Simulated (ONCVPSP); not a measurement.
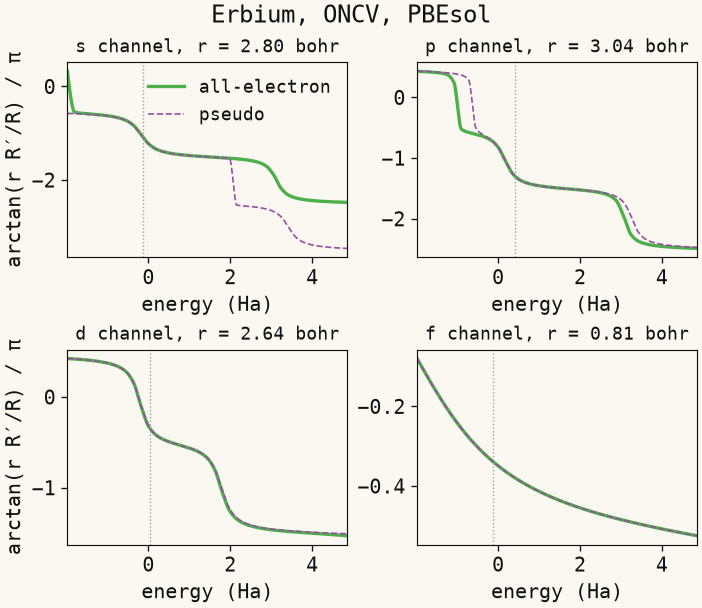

Figure 1. Unwrapped phase arctan(r R′/R) in units of π against energy, all-electron (solid) and pseudo (dashed); the pseudo phase is matched to the all-electron one at the reference energy. Here R(r) is the radial function. A near-vertical step is a level narrower than the spacing of the points behind the curves. The dotted line marks the reference energy of the channel.

- First channel to depart above its reference energy: the d channel: its phase error passes 0.05 rad 1.6 Ha above its reference energy, against 2.2 Ha for s.
- Range over which the phases agree within 0.05 rad: s: between about -1.6 and 2.0 Ha; p: between about -0.2 and 2.6 Ha; d: up to about 1.7 Ha; f: over the whole range drawn.
- Ghost states: Going away from the reference energies, the phases part by more than π/2 in: s at about 2.1 Ha (above its reference energy, pseudo phase lower, at the flagged ghost); s at about -1.9 Ha (below its reference energy, pseudo phase lower, at the 5s core level, which only the all-electron atom has); p at about -0.6 Ha (below its reference energy, pseudo phase higher, at the flagged ghost). Such a step is either a state that only one of the two atoms has or an ordinary level shifted in energy. The separate test gives: GHOST(-) flagged for s at -1151.7 eV, s at -228.6 eV, p at -394.3 eV, p at -15.7 eV, d at -138.7 eV; GHOST(+) flagged for s at 55.9 eV, p at 251.3 eV, d at 260.5 eV. The other bound ghosts lie below the range of the plot.

# Run report: Er, pseudopotential generation

Erbium (Er, Z = 68), core [Xe], reference valence 4f12 6s2, valence charge 14. Computed at this level: ONCV potential, PBEsol, scalar-relativistic, made with ONCVPSP 4.0.1.

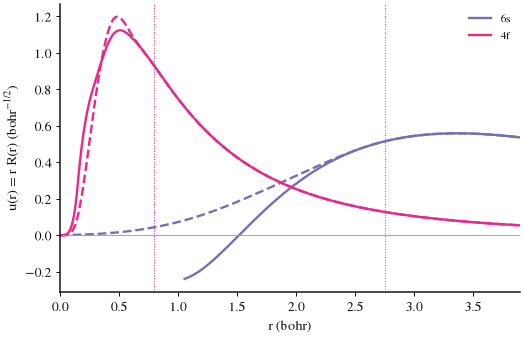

Figure 2. Pseudo-waves (dashed) against the all-electron radial functions (solid). Dotted lines mark the matching radii. The innermost oscillations of some all-electron curves aren't drawn. Pseudo-waves: 6s has no node; 4f has no node.

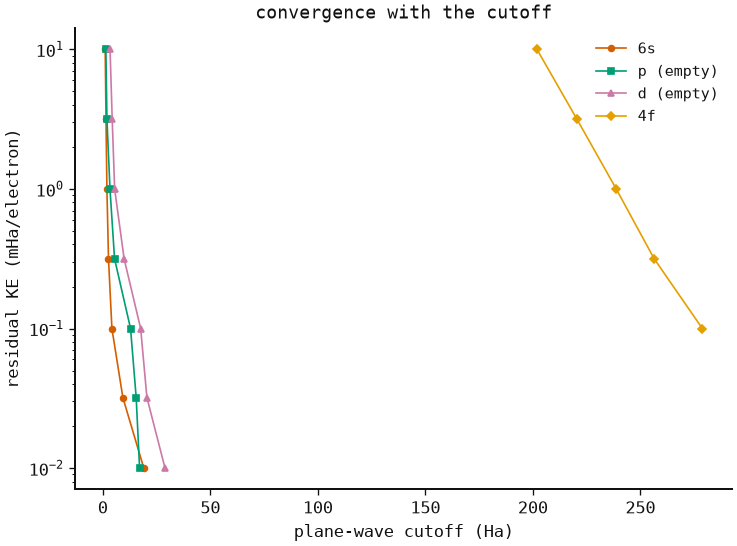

Figure 3. Residual kinetic energy of the pseudo-waves (the first of each channel, and further valence shells) beyond the plane-wave cutoff, as the generator prints it.

- Cutoffs for the occupied states: 239 Ha for 1 mHa and 279 Ha for 0.1 mHa per electron. The first is set by 4f.
- Hardest wave at 1 mHa per electron: 4f, with rc = 0.80 bohr and qcut = 25.7 1/bohr. The optimisation minimises, but can't always remove, the kinetic energy above qcut²/2 = 330.2 Ha, and a larger rc would as a rule soften the wave at some cost in transferability.
- Cutoffs for 1 mHa per electron: 4f: 239 Ha; d (empty): 5.5 Ha; p (empty): 3.3 Ha; 6s: 1.9 Ha. The potential isn't sound: its ghost test gives GHOST(-) flagged for s at -1151.7 eV, s at -228.6 eV, p at -394.3 eV, p at -15.7 eV, d at -138.7 eV; GHOST(+) flagged for s at 55.9 eV, p at 251.3 eV, d at 260.5 eV.

Input and output of the run follow.

## Input
```
# ATOM AND REFERENCE CONFIGURATION
# atsym  z   nc   nv     iexc    psfile
  Er 68.00   11    2  -116133      upf
#
#   n    l    f
    1    0    2.00
    2    0    2.00
    2    1    6.00
    3    0    2.00
    3    1    6.00
    3    2   10.00
    4    0    2.00
    4    1    6.00
    4    2   10.00
    5    0    2.00
    5    1    6.00
    4    3   12.00
    6    0    2.00
#
# PSEUDOPOTENTIAL AND OPTIMIZATION
# lmax
    3
#
#   l,   rc,      ep,       ncon, nbas, qcut
    0    2.75    0.00    4    8    2.10
    1    3.00    0.42    4    7    3.20
    2    2.60    0.13    3    6    3.20
    3    0.80    0.00    3    7   25.70
#
# LOCAL POTENTIAL
# lloc, lpopt,  rc(5),   dvloc0
    4    5    0.55    2.00
#
# VANDERBILT-KLEINMAN-BYLANDER PROJECTORs
# l, nproj, debl
    0    2    2.00
    1    2    0.80
    2    2    0.70
    3    3    1.60
#
# MODEL CORE CHARGE
# icmod, fcfact, rcfact
    3    1.50    1.80
#
# LOG DERIVATIVE ANALYSIS
# epsh1, epsh2, depsh
   -2.00    5.00    0.02
#
# OUTPUT GRID
# rlmax, drl
    6.00    0.01
#
# TEST CONFIGURATIONS
# ncnf
    4
# nvcnf
#   n    l    f
    2
    4    3   12.00
    6    0    1.00
#
    2
    4    3   12.00
    6    0    0.00
#
    2
    4    3   11.00
    6    0    0.00
#
    3
    4    3   11.00
    6    0    2.00
    5    2    1.00
#
```

Launched with:
```bash
oncvpsp.x < Er.dat > Er.out
```

## The program's output (extracts)
```
ONCVPSP  (Optimized Norm-Conservinng Vanderbilt PSeudopotential)
scalar-relativistic version 4.0.1

#   n    l    f        energy (Ha)
    1    0    2.00    -2.1077339E+03
    2    0    2.00    -3.5410085E+02
    2    1    6.00    -3.1320662E+02
    3    0    2.00    -7.9331750E+01
    3    1    6.00    -6.6894734E+01
    3    2   10.00    -5.1327205E+01
    4    0    2.00    -1.5638003E+01
    4    1    6.00    -1.1547782E+01
    4    2   10.00    -6.0719083E+00
    5    0    2.00    -1.9075034E+00
    5    1    6.00    -9.7080333E-01
    4    3   12.00    -1.1695033E-01
    6    0    2.00    -1.4145379E-01

Reference configufation results
  iterations    40
  all-electron total energy (Ha)   -1.30821811D+04

Begin loop to  construct optimized pseudo wave functions
and semi-local pseudopoentials for all angular momenta

   Wellstate for l =  0  n =  8
     eigenvalue =   1.8585
     asymptotic potential =   2.3585
     half-point radius =  4.8507

Calculating optimized projector #   1

 for l=   0

    Fraction of norm inside rc  0.186540
    Optimizing pswf for qcut=   2.11 a_B^-1,  ecut=   2.22 Ha
    Residual kinetic energy error=  3.97D-04 Ha

    Energy error per electron        Cutoff
         Ha          eV             Ha
         0.01000     0.27211        1.10
         0.00100     0.02721        1.90
         0.00010     0.00272        4.22
         0.00001     0.00027       19.03

Calculating optimized projector #   2

 for l=   0

    Fraction of norm inside rc  0.162590
    Optimizing pswf for qcut=   2.11 a_B^-1,  ecut=   2.22 Ha
    Residual kinetic energy error=  2.24D-01 Ha

    Energy error per electron        Cutoff
         Ha          eV             Ha
         0.01000     0.27211        5.87
         0.00100     0.02721       17.56
         0.00010     0.00272       30.35
         0.00001     0.00027       40.44

   Wellstate for l =  1  n =  7
     eigenvalue =   0.4200
     asymptotic potential =   0.9200
     half-point radius =  7.5216

   Wellstate for l =  1  n =  8
     eigenvalue =   1.2200
     asymptotic potential =   1.7200
     half-point radius =  6.4780

Calculating optimized projector #   1

 for l=   1

    Fraction of norm inside rc  0.183553
    Optimizing pswf for qcut=   3.20 a_B^-1,  ecut=   5.13 Ha
    Residual kinetic energy error=  3.17D-04 Ha

    Energy error per electron        Cutoff
         Ha          eV             Ha
         0.01000     0.27211        1.41
         0.00100     0.02721        3.32
         0.00010     0.00272       12.89
         0.00001     0.00027       17.09

Calculating optimized projector #   2

 for l=   1

    Fraction of norm inside rc  0.181614
    Optimizing pswf for qcut=   3.20 a_B^-1,  ecut=   5.13 Ha
    Residual kinetic energy error=  2.88D-03 Ha

    Energy error per electron        Cutoff
         Ha          eV             Ha
         0.01000     0.27211        3.93
         0.00100     0.02721        6.74
         0.00010     0.00272       20.29
         0.00001     0.00027       23.96

WARNING wellstate: moderately localized bound state found for n= 5 l=  2
WARNING scattering state with energy  0.05000000
WARNING will be used for the first projector

   Wellstate for l =  2  n =  6
     eigenvalue =   0.0500
     asymptotic potential =   0.5500
     half-point radius = 28.6522

   Wellstate for l =  2  n =  6
     eigenvalue =   0.7500
     asymptotic potential =   1.2500
     half-point radius =  4.2760

Calculating optimized projector #   1

 for l=   2

    Fraction of norm inside rc  0.074060
    Optimizing pswf for qcut=   3.20 a_B^-1,  ecut=   5.12 Ha
    Residual kinetic energy error=  1.29D-03 Ha

    Energy error per electron        Cutoff
         Ha          eV             Ha
         0.01000     0.27211        3.36
         0.00100     0.02721        5.50
         0.00010     0.00272       17.59
         0.00001     0.00027       28.92

Calculating optimized projector #   2

 for l=   2

    Fraction of norm inside rc  0.270070
    Optimizing pswf for qcut=   3.20 a_B^-1,  ecut=   5.12 Ha
    Residual kinetic energy error=  2.45D-02 Ha

    Energy error per electron        Cutoff
         Ha          eV             Ha
         0.01000     0.27211        5.86
         0.00100     0.02721       11.06
         0.00010     0.00272       20.90
         0.00001     0.00027       46.90

   Wellstate for l =  3  n =  5
     eigenvalue =   1.4830
     asymptotic potential =   1.9830
     half-point radius =  2.8664

   Wellstate for l =  3  n =  6
     eigenvalue =   3.0830
     asymptotic potential =   3.5830
     half-point radius =  2.9452

Calculating optimized projector #   1

 for l=   3

    Fraction of norm inside rc  0.599666
    Optimizing pswf for qcut=  25.71 a_B^-1,  ecut= 330.51 Ha
    Residual kinetic energy error=  5.72D-05 Ha

    Energy error per electron        Cutoff
         Ha          eV             Ha
         0.01000     0.27211      201.89
         0.00100     0.02721      238.75
         0.00010     0.00272      278.79

Calculating optimized projector #   2

 for l=   3

    Fraction of norm inside rc  0.063598
    Optimizing pswf for qcut=  25.71 a_B^-1,  ecut= 330.51 Ha
    Residual kinetic energy error=  2.81D-09 Ha

    Energy error per electron        Cutoff
         Ha          eV             Ha
         0.01000     0.27211      169.15
         0.00100     0.02721      208.99
         0.00010     0.00272      241.94
         0.00001     0.00027      269.14

Calculating optimized projector #   3

 for l=   3

    Fraction of norm inside rc  0.042379
    Optimizing pswf for qcut=  25.71 a_B^-1,  ecut= 330.51 Ha
    Residual kinetic energy error=  8.12D-09 Ha

    Energy error per electron        Cutoff
         Ha          eV             Ha
         0.01000     0.27211      168.75
         0.00100     0.02721      208.44
         0.00010     0.00272      240.94
         0.00001     0.00027      267.51

Construct Vanderbilt / Kleinmman-Bylander projectors

B matrix Hermiticity error, ll=   0
   1   2   -8.1858E-05

  Orthonormal projector coefficients  1.9810E+01  1.4183E+00

B matrix Hermiticity error, ll=   1
   1   2    3.1190E-05

  Orthonormal projector coefficients  2.4615E+01  1.8698E+00

B matrix Hermiticity error, ll=   2
   1   2   -1.9286E-05

  Orthonormal projector coefficients  9.8348E+00 -2.0148E+00

B matrix Hermiticity error, ll=   3
   1   2    4.2015E-04
   1   3   -7.3616E-04
   2   3    1.3402E-04

  Orthonormal projector coefficients -6.7472E+01 -2.0317E+01 -3.5561E+00

Model core correction analysis
  based on d2Exc/dn_idn_j

d2excae - all-electron derivatives

   -1.931134D-02   -1.244574D-03
   -1.244321D-03   -2.824356D-02

d2excps - pseudofunction derivatives with no core correction

   -4.509321D-02   -1.366945D-03
   -1.366690D-03   -3.005958D-02

rms 2nd derivative error    1.292316E-02

rmatch, rhocmatch    2.5279    0.1182

Teter function model core charge with specified parameters

d2excps - pseudofunction derivatives with core correction

   -4.472780D-02   -1.102873D-03
   -1.102799D-03   -2.428867D-02

rms 2nd derivative error    1.286155E-02

Pseudoatom total energy  -87.283386

Diagnostic tests using Vanderbilt-Kleinman-Bylander pseudopotentials
  1 or more projectors used as specified by nproj input data

   l    rcore       rmatch      e in        delta e   norm test  slope test

   0   2.7652074   2.8491651  -0.1414538   0.0000000   1.0000105   1.0000080
   0   2.7652074   2.8491651   1.8585462   0.0000044   1.0005819   1.0005819

   1   3.0067647   3.0980566   0.4200000   0.0000026   1.0001158   1.0001158
run_diag: lschvkbbe ERROR   2   2   1  60  1.22000000E+00  1.04800000E+00
   1   3.0067647   3.0980566   1.2200000  -0.1720000   0.0072677   0.0143948

   2   2.6046412   2.6837238   0.0500000  -0.0001046   1.0000009   1.0000009
   2   2.6046412   2.6837238   0.7500000   0.0000481   1.0000103   1.0000103

   3   0.8015778   0.8259155  -0.1169503  -0.0001135   1.0003804   0.9999790
   3   0.8015778   0.8259155   1.4830497  -0.0004062   1.0007256   1.0007256
   3   0.8015778   0.8259155   3.0830497  -0.0003666   1.0008391   1.0008391

 Testing for bound ghosts
   n   l    E NL Schr. Eq   E Basis Diag.   E Cutoff

       0                      -42.324267     33.95  WARNING - GHOST(-)
       0                       -8.399857     33.95  WARNING - GHOST(-)
   1   0       -0.141454       -0.135928     33.95

       1                      -14.490597     24.46  WARNING - GHOST(-)
       1                       -0.577767     24.46  WARNING - GHOST(-)
   2   1       -0.040210       -0.022094     24.46

       2                       -5.096262     27.14  WARNING - GHOST(-)
   3   2       -0.034238       -0.025611     27.14

   4   3       -0.117064       -0.083628    604.24

 Testing for highly-localized positive-energy ghosts
       l    <radius>/rc     E Basis Diag.   E Cutoff

       0        0.405692        2.052636     33.95  WARNING - GHOST(+)

       1        0.263270        9.234164     24.46  WARNING - GHOST(+)

       2        0.924781        9.573745     27.14  WARNING - GHOST(+)

Test configuration 0

   n   l     f        eae           eps        diff
   1   0  2.0000-2107.73394696
   2   0  2.0000 -354.10084946
   2   1  6.0000 -313.20662020
   3   0  2.0000  -79.33174978
   3   1  6.0000  -66.89473429
   3   2 10.0000  -51.32720546
   4   0  2.0000  -15.63800335
   4   1  6.0000  -11.54778216
   4   2 10.0000   -6.07190825
   5   0  2.0000   -1.90750342
   5   1  6.0000   -0.97080333
   4   3 12.0000   -0.11695033   -0.11706386   -1.14D-04
   6   0  2.0000   -0.14145379   -0.14145377    1.56D-08

    Total energies and differences
      AE_ref= -1.30821811D+04  AE_tst= -1.30821811D+04  dif=  0.00D+00
      PS_ref= -8.72833860D+01  PS_tst= -8.72833860D+01  dif=  5.68D-14
      PSP excitation error= -5.68D-14

Test configuration 1

   n   l     f        eae           eps        diff
   1   0  2.0000-2107.97699561
   2   0  2.0000 -354.34289354
   2   1  6.0000 -313.44880230
   3   0  2.0000  -79.57244906
   3   1  6.0000  -67.13546048
   3   2 10.0000  -51.56805738
   4   0  2.0000  -15.87924325
   4   1  6.0000  -11.78923179
   4   2 10.0000   -6.31365178
   5   0  2.0000   -2.15261059
   5   1  6.0000   -1.21536704
   4   3 12.0000   -0.35925249   -0.36009305   -8.41D-04
   6   0  1.0000   -0.33244698   -0.33848429   -6.04D-03

    Total energies and differences
      AE_ref= -1.30821811D+04  AE_tst= -1.30819452D+04  dif=  2.36D-01
      PS_ref= -8.72833860D+01  PS_tst= -8.70457334D+01  dif=  2.38D-01
      PSP excitation error= -1.69D-03

Test configuration 2

   n   l     f        eae           eps        diff
   1   0  2.0000-2108.26160634
   2   0  2.0000 -354.62558528
   2   1  6.0000 -313.73169591
   3   0  2.0000  -79.85295412
   3   1  6.0000  -67.41600435
   3   2 10.0000  -51.84879887
   4   0  2.0000  -16.16059110
   4   1  6.0000  -12.07089670
   4   2 10.0000   -6.59574895
   5   0  2.0000   -2.43894590
   5   1  6.0000   -1.49958754
   4   3 12.0000   -0.64183323   -0.64369430   -1.86D-03

    Total energies and differences
      AE_ref= -1.30821811D+04  AE_tst= -1.30815099D+04  dif=  6.71D-01
      PS_ref= -8.72833860D+01  PS_tst= -8.66001772D+01  dif=  6.83D-01
      PSP excitation error= -1.20D-02

Test configuration 3

psatom: WARNING lschvkbb convergence error n,l,iter=   4   3   3
ea(ii),et,emin,emax -1.170639E-01 -1.287702E-01 -1.287702E-01 -1.287702E-01
run_config: WARNING for fully non-local PS atom, stg. 1
 WARNING no output for configuration 4

Test configuration 4

psatom: WARNING lschvkbb convergence error n,l,iter=   4   3   1
ea(ii),et,emin,emax -6.745336E-01 -7.419870E-01 -7.419870E-01 -7.419870E-01
run_config: WARNING for fully non-local PS atom, stg. 2
 WARNING no output for configuration 5
```

## Results in brief

- outcome: generated, with a ghost state
- cutoffs needed: 239 Ha and 279 Ha (the cutoffs at which the residual kinetic energy of the hardest occupied pseudo-wave falls to 1 and 0.1 mHa per electron)
- ghost test: GHOST(-) flagged for s at -1151.7 eV, s at -228.6 eV, p at -394.3 eV, p at -15.7 eV, d at -138.7 eV; GHOST(+) flagged for s at 55.9 eV, p at 251.3 eV, d at 260.5 eV
- configuration tests: 2 of 4 tests not solved
- rms error of d²Exc/dni dnj: 12.92 mHa without and 12.86 mHa with the model core
- largest excitation error among the tests solved: -327 meV (all-electron minus pseudo) for 4f12 6s0
- clearest signs, in the scattering phases, of states that the all-electron atom lacks: s near 2.1 Ha
- range over which the phases arctan(r R′/R) at the test radius agree within 0.05 rad (a looser test near the poles than one of phase shifts): s: between about -1.6 and 2.0 Ha; p: between about -0.2 and 2.6 Ha; d: up to about 1.7 Ha; f: over the whole range computed
- hardware: 1 CPU thread, shared host
- wall time: 11 s

## Remarks

The potential has a bound ghost state, so it can't be used as it stands. An excitation error of 327 meV in its own tests makes this a poorly transferable potential. Warnings of the program, in the generation or the tests: wellstate: moderately localized bound state found for n= 5 l= 2; psatom: WARNING lschvkbb convergence error n,l,iter= 4 3 1.
